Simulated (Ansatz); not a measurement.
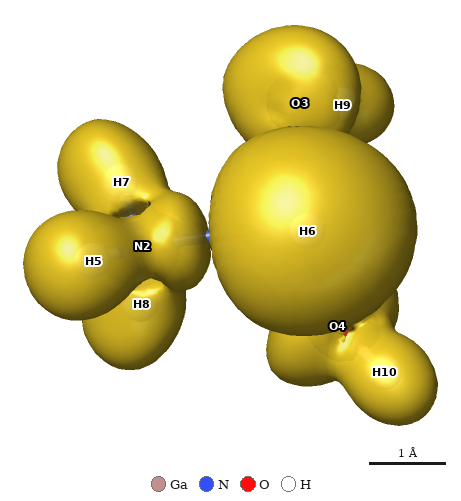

Figure. GaH$_{6}$NO$_{2}$. Isosurface of the electron localisation function at 0.75 (yellow), seen at a tilt. Core shells and regions of very low density are left out.

The product side of a reaction path; geometry: PBE0-D4/def2-TZVP.

Level of theory: RKS PBE0-D4/def2-TZVPP (Ansatz).

```tsv
atom	x (Å)	y (Å)	z (Å)
Ga	-0.7052	-0.1985	0.3859
N	1.0953	0.8640	0.0862
O	0.1591	-1.7393	0.8245
O	-1.1683	-0.1697	-1.3789
H	1.2431	1.7334	0.5836
H	-1.5389	0.5708	1.4639
H	1.8256	0.2037	0.3330
H	1.1308	1.0399	-0.9129
H	0.0242	-2.4209	0.1638
H	-2.0658	0.1167	-1.5492
```

Where are the electrons localised?

Answer. At this value the surface marks out one region around a hydrogen nucleus, one joined region spread over several atoms (H, N), in which their bonds and any lone pairs are merged and two joined regions spread over several atoms (H, O), in which their bonds and any lone pairs are merged. Along the contacts the grid gives the following. Ga–O (1.82 Å): the ELF peaks at about 0.85 in the valence shell of O, 0.6 Å from its nucleus, and is about 0.25 at the midpoint. Ga–N (2.11 Å): the ELF peaks at about 0.95 in the valence shell of N, 0.7 Å from its nucleus, and is about 0.35 at the midpoint.
